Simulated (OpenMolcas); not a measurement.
# One shape, several levels: [AlH3]− (SMILES [AlH3-])

Wanted: a comparison of 6 runs (UHF/pcseg-0, U-r2SCAN/pcseg-0, UB3LYP/pcseg-0, UM06-2X/pcseg-0, UPBE0/pcseg-0, ROCCSD(T)/pcseg-0) of [AlH3]−. 

The results are computed with OpenMolcas 26.06.

## (1) The structure to begin with

[AlH3]−: 4 atoms, total charge -1, spin state doublet. SMILES: `[AlH3-]`. The Al1–H4 distance was set to 2.106 Å, away from the relaxed value.

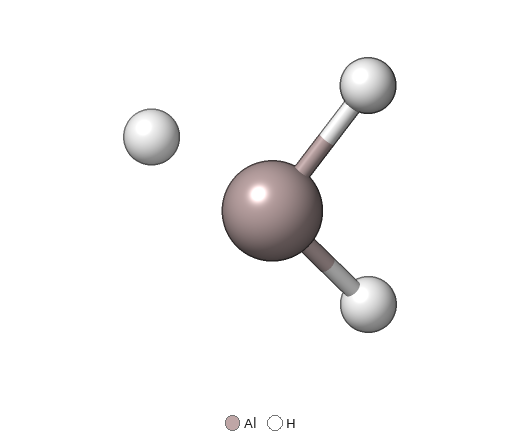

The structure, seen from a chosen angle (aluminium light grey, hydrogen white).

## (2) The energy at UHF/pcseg-0 (run 1)

File coord.xyz:

```xyz
4

Al    -0.461136     0.700576    -0.142153
H      0.171844     0.999296     1.389547
H     -1.650186    -0.438634     0.215607
H      1.039250    -0.525560    -0.967690
```

File run.inp:

```
* AlH3 Hartree-Fock
&GATEWAY
BasLib=$CurrDir
Coord=coord.xyz
Basis=pcseg-0
Group=NoSym
&SEWARD
&SCF
UHF
Charge=-1
Spin=2
Thresholds=1e-10 1e-07 1e-07 1e-05
PrOrbitals=1 1
```

The basis set pcseg-0 is read from a file made from the Basis Set Exchange's data (not shown).

The run is started by

```console
$ export MOLCAS_MEM=1860
$ pymolcas run.inp > run.log
```

The log of the run:

```text
--- Start Module: gateway ---
[...]
--- Stop Module: gateway /rc=_RC_ALL_IS_WELL_ ---
--- Start Module: seward ---
[...]
      Basis functions           19
--- Stop Module: seward /rc=_RC_ALL_IS_WELL_ ---
--- Start Module: scf ---
[...]
       Convergence after  18 Iterations
[...]
::    Total SCF energy                               -243.2710999666
[...]
      Total spin, S                                     0.5005604246
[...]
      Total electronic charge=   17.000000
      Total            charge=   -1.000000
[...]
      Dipole Moment (debye):
      Origin of the operator (angstrom)=   -0.4294    0.6312   -0.1064
                   X= -1.9054E+00               Y=  2.9812E+00               Z= -6.8851E-01           Total=  3.6045E+00
      Center of Charge (angstrom)
[...]
--- Stop Module: scf /rc=_RC_ALL_IS_WELL_ ---
[...]
```

Wall time 1.9 s (1 thread of Arm Neoverse V1, shared host); peak memory 0.37 GiB.

## (3) A single-point energy at U-r2SCAN/pcseg-0 (run 2)

coord.xyz is that of step 2.

File run.inp:

```
* AlH3 Kohn-Sham DFT

&GATEWAY
  BasLib=$CurrDir
  Coord=coord.xyz
  Basis=pcseg-0
  Group=NoSym

&SEWARD
  GridInput
  Grid=UltraFine
  End of Grid

&SCF
  UHF
  Charge=-1
  Spin=2
  KSDFT=2
  1.0 MGGA_X_R2SCAN
  1.0 MGGA_C_R2SCAN
  Thresholds=1e-10 1e-07 1e-07 1e-05
  PrOrbitals=1 1
```

The basis set pcseg-0 is read from a file made from the Basis Set Exchange's data (not shown).

The run is started by

```console
$ export MOLCAS_MEM=1860
$ pymolcas run.inp > run.log
```

The log of the run:

```text
--- Start Module: gateway ---
[...]
--- Stop Module: gateway /rc=_RC_ALL_IS_WELL_ ---
--- Start Module: seward ---
[...]
      Basis functions           19
--- Stop Module: seward /rc=_RC_ALL_IS_WELL_ ---
--- Start Module: scf ---
[...]
       Convergence after  17 Iterations
[...]
::    Total KS-DFT energy                            -243.8522845235
[...]
      Total spin, S                                     0.5007392687
[...]
      Total electronic charge=   17.000000
      Total            charge=   -1.000000
[...]
      Dipole Moment (debye):
      Origin of the operator (angstrom)=   -0.4294    0.6312   -0.1064
                   X= -1.5104E+00               Y=  2.2020E+00               Z= -3.4790E-01           Total=  2.6928E+00
      Center of Charge (angstrom)
[...]
--- Stop Module: scf /rc=_RC_ALL_IS_WELL_ ---
[...]
```

It took 9.3 s on 1 thread of Arm Neoverse V1, shared host; peak memory 0.37 GiB.

Runs 3 to 5 aren't shown in full; the table further down has their settings and results.

## (4) A single-point energy at ROCCSD(T)/pcseg-0 (run 6)

coord.xyz is that of step 3.

File run.input:

```
&GATEWAY
  BasLib = $CurrDir
  Coord = coord.xyz
  Basis = pcseg-0
  Group = NoSym

&SEWARD

&SCF
  UHF
  Charge = -1
  Spin = 2
  Thresholds = 1e-10 1e-07 1e-07 1e-05
  PrOrbitals = 1 1

&RASSCF
  FileOrb = $Project.UnaOrb
  Spin = 2
  Nactel = 1 0 0
  Inactive = 8
  Ras2 = 1
  OutOrbitals = Canonical
  OrbListing = Nothing

&MOTRA
  JobIph
  Frozen = 5

&CCSDT
  CCT
  Triples = 3
  Iterations = 80
  Accuracy = 1e-08
  Extrapolation = 5 4
```

The basis set pcseg-0 is read from a file made from the Basis Set Exchange's data (not shown).

The run is started by

```console
$ export MOLCAS_MEM=1860
$ pymolcas run.input > run.log
```

The log of the run:

```text
--- Start Module: gateway ---
[...]
--- Stop Module: gateway /rc=_RC_ALL_IS_WELL_ ---
[...]
      Basis functions           19
[...]
       Convergence after  18 Iterations
[...]
::    Total SCF energy                               -243.2710999666
[...]
      Total spin, S                                     0.5005604246
[...]
      Number of active orbitals                  1
[...]
      Spin quantum number                      0.5
[...]
      Active orbitals                            1
[...]
      Number of CSFs                             1
[...]
      Number of root(s) required                 1
[...]
      Convergence after  7 iterations
[...]
      printout of CI-coefficients larger than  0.05 for root  1
      energy=    -243.270860
      conf/sym  1     Coeff  Weight
             1  u   1.00000 1.00000
      Natural orbitals and occupation numbers for root  1
      sym 1:   1.000000
      ************************************************************************************************************************
      *                                                    Final results                                                     *
[...]
::    RASSCF root number  1 Total energy:   -243.27086044
[...]
      Total electronic charge=   17.000000
      Total            charge=   -1.000000
[...]
      Dipole Moment (debye):
      Origin of the operator (angstrom)=   -0.4294    0.6312   -0.1064
                   X= -1.9043E+00               Y=  2.9710E+00               Z= -6.7763E-01           Total=  3.5934E+00
      Center of Charge (angstrom)
[...]
--- Start Module: motra ---
[...]
      *** WARNING: Default frozen orbitals is overwritten by user input.
      *** Default values:   2
[...]
--- Stop Module: motra /rc=_RC_ALL_IS_WELL_ ---
--- Start Module: ccsdt ---
[...]
      Convergence after                    17  Iterations
      Total energy (diff) :    -243.33446200      -0.00000000
[...]
 METHOD                       : CCSD+T(CCSD)+<T3(1)WT1>+<T3(1)UT2> = CCSD(T)
[...]
       CCSD     =      -243.3344619979286
[...]
--- Stop Module: ccsdt /rc=_RC_ALL_IS_WELL_ ---
[...]
```

Run time: 2.7 s. Hardware: 1 thread of Arm Neoverse V1, shared host; peak memory 0.37 GiB.

## (5) All runs side by side

| run | level | integration grid | frozen core orbitals | energy (Eh) | HOMO energy (eV) | LUMO energy (eV) | ⟨S²⟩ | wall time |
| --- | --- | --- | --- | --- | --- | --- | --- | --- |
| 1 | UHF/pcseg-0 | – | – | -243.271100 | -2.18 | 6.35 | 0.751 | 1.9 s |
| 2 | U-r2SCAN/pcseg-0 | UltraFine | – | -243.852285 | 0.82 | 2.87 | 0.751 | 9.3 s |
| 3 | UB3LYP/pcseg-0 | UltraFine | – | -243.913141 | 0.50 | 2.98 | 0.750 | 7.5 s |
| 4 | UM06-2X/pcseg-0 | UltraFine | – | -243.845450 | -0.45 | 3.38 | 0.751 | 8.4 s |
| 5 | UPBE0/pcseg-0 | UltraFine | – | -243.759519 | 0.17 | 3.22 | 0.751 | 6.3 s |
| 6 | ROCCSD(T)/pcseg-0 | – | 5 | -243.335396 | – | – | – | 2.7 s |

## (6) Results

| quantity | value |
| --- | --- |
| run 6: total energy | -243.33540 Eh |
| run 6: (T) correction | -0.93 mEh |

In words: Totals of different functionals can't be ranked against each other. In runs 2, 3, 5 the HOMO lies above zero, so the outermost electron may be held by the basis alone. All runs together took 36 s, the longest 9.3 s.
